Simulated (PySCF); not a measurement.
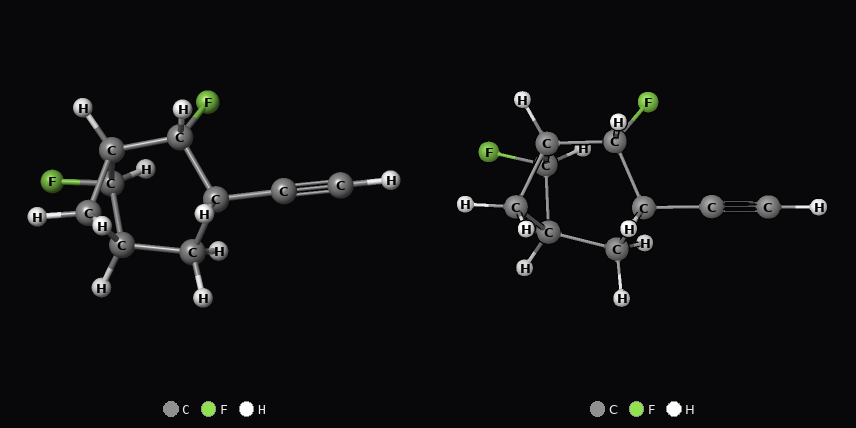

The same structure drawn twice, from different directions.

The geometry was computed by an optimisation with PBE0-D3(BJ)/def2-SVP. No frequency run is at hand to confirm it as a minimum.

Question: Give the formula.

Answer: C9H10F2, 21 atoms: 9 carbon, 10 hydrogen and 2 fluorine.

Question: Does it have rings?

Answer: Independent rings (smallest set): 1 of 4 members, 1 of 6 members.

Question: Name functional groups in it.

Answer: Among them: alkyne, C–F bond.

More results for the same structure follow; atom numbers are the same in all pictures, views and colours differ.

## Symmetry

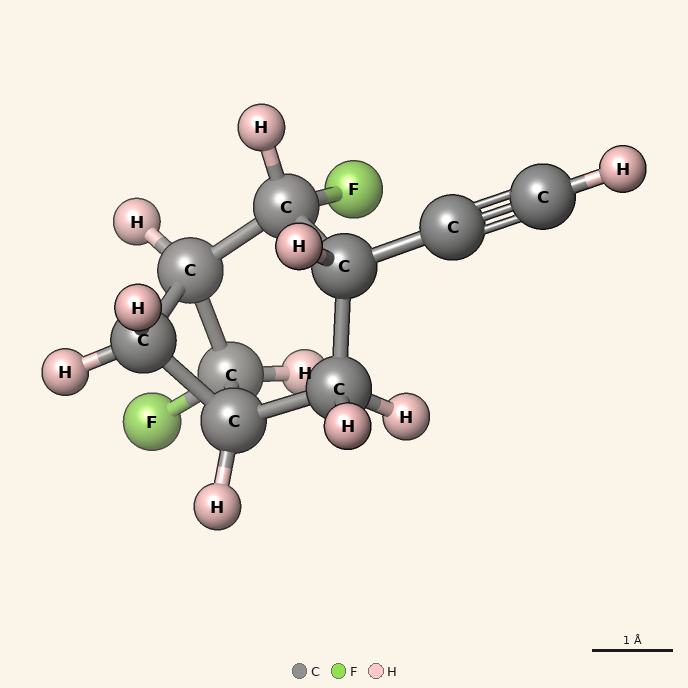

Distant atoms are faded towards the background colour. No frequency run is at hand to confirm it as a minimum. Masses are those of the most abundant isotopes; constants are for the rigid equilibrium geometry.

Question: Classify the rotor and give the rotational constants (cm⁻¹).

Answer: An asymmetric top (C1): A = 0.0755, B = 0.0270, C = 0.0241 cm⁻¹. Ray's parameter κ is −0.89, close to the prolate limit.

## Dipole moment

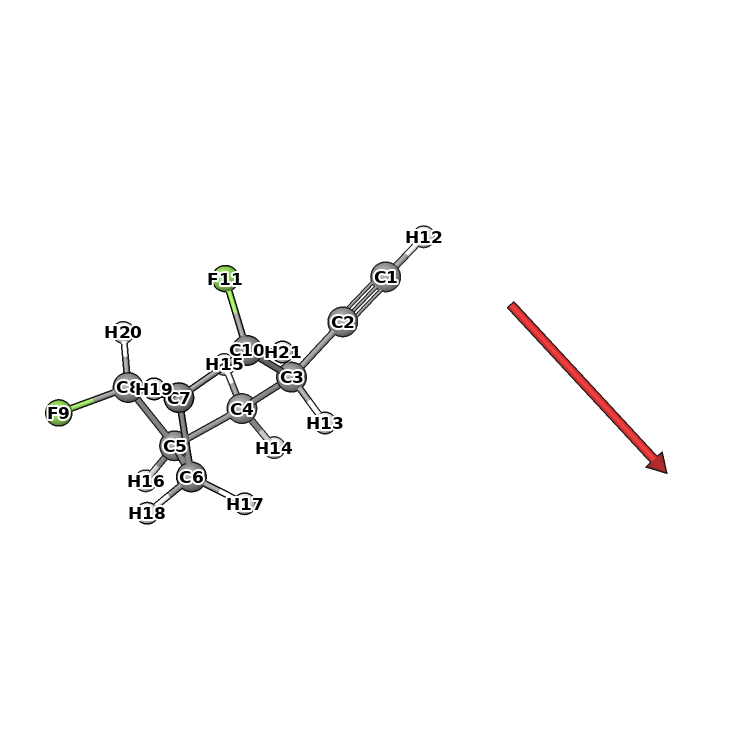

The arrow beside the molecule shows the direction of the dipole moment, from the negative to the positive end (its length means nothing). No frequency run is at hand to confirm it as a minimum. Properties computed with PBE0/pcSseg-1 in cyclohexane (IEF-PCM) (PySCF 2.14.0).

Question: How large is the dipole moment?

Answer: 2.55 D; it points from the side of H20 to the side of H13, H17 (the outermost atoms at the two ends).

## NMR shielding

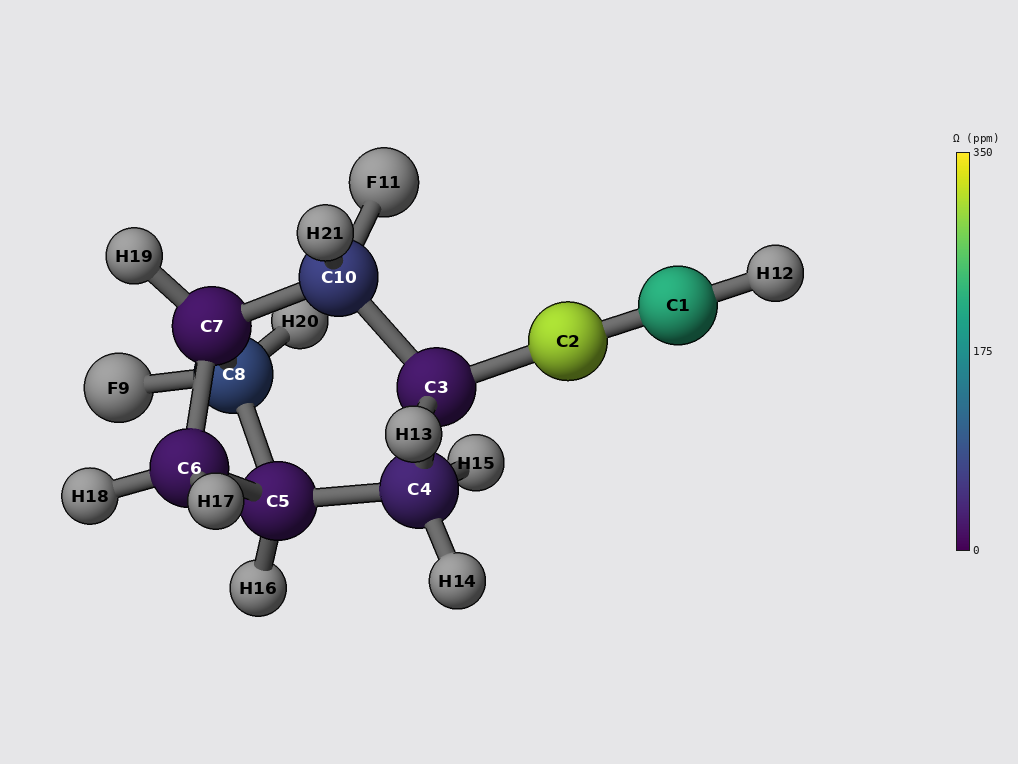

The C atoms are coloured by the span of their shielding tensor. No frequency run is at hand to confirm it as a minimum. Method: GIAO PBE0/pcSseg-1 NMR shielding, non-relativistic, IEF-PCM dichloromethane (PySCF 2.14.0). Principal shieldings σ11 ≤ σ22 ≤ σ33, span Ω = σ33 − σ11, skew κ = 3(σiso − σ22)/Ω.

Question: Which C atom has the most anisotropic shielding?

Answer: C2, with a span of 304 ppm.

Give the shielding tensors of the C atoms.

| atom | σ11 | σ22 | σ33 | σiso | Ω | κ |
| --- | --- | --- | --- | --- | --- | --- |
| C1 | 29.2 | 38.0 | 251.2 | 106.2 | 221.9 | 0.92 |
| C2 | −7.1 | 1.5 | 296.7 | 97.1 | 303.8 | 0.94 |
| C3 | 142.3 | 161.1 | 168.2 | 157.2 | 25.9 | −0.45 |
| C4 | 129.4 | 150.2 | 168.5 | 149.4 | 39.1 | −0.06 |
| C5 | 127.6 | 149.2 | 152.5 | 143.1 | 24.9 | −0.73 |
| C6 | 145.1 | 162.2 | 170.4 | 159.2 | 25.2 | −0.35 |
| C7 | 123.8 | 145.1 | 146.4 | 138.4 | 22.7 | −0.89 |
| C8 | 53.6 | 66.8 | 142.4 | 87.6 | 88.8 | 0.70 |
| C10 | 59.9 | 78.1 | 131.0 | 89.7 | 71.2 | 0.49 |

Shieldings and span in ppm.

## Ring current

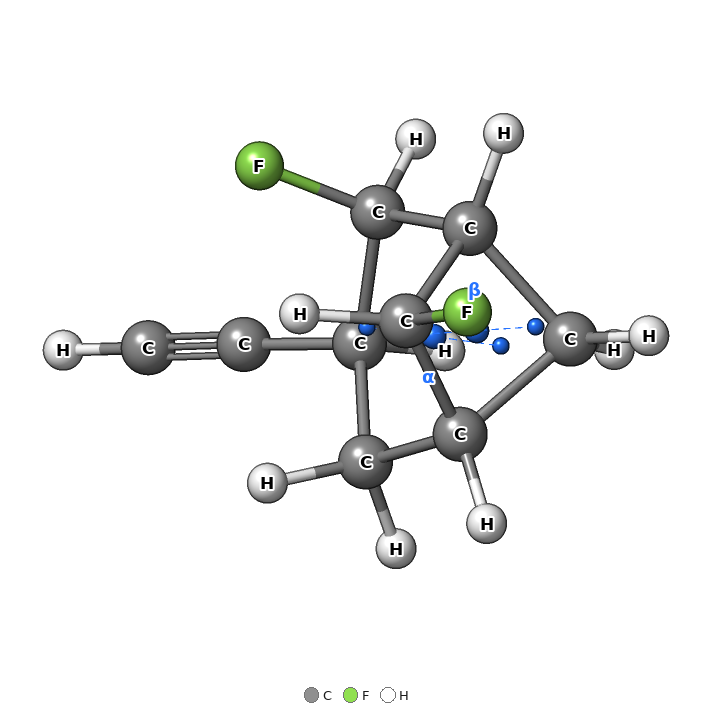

The small points mark where nucleus-independent chemical shifts (NICS) were computed: at the centre of each lettered ring and 1 Å above and below it. No frequency run is at hand to confirm it as a minimum. Method: GIAO PBE0/pcSseg-1 NMR shielding, non-relativistic, IEF-PCM dichloromethane (PySCF 2.14.0).

Give NICS(0), NICS(1) and the out-of-plane component NICS(1)zz for each ring (means of the two sides).

| ring | members | NICS(0) | NICS(1) | NICS(1)zz |
| --- | --- | --- | --- | --- |
| α | C6 | −3.1 | −5.4 | −0.7 |
| β | C4 | −1.7 | −2.1 | −3.8 |

Values in ppm.

Question: What do the values say about the ring currents?

Answer: Ring α: weak, as in a non-aromatic ring. NICS is one index among several.
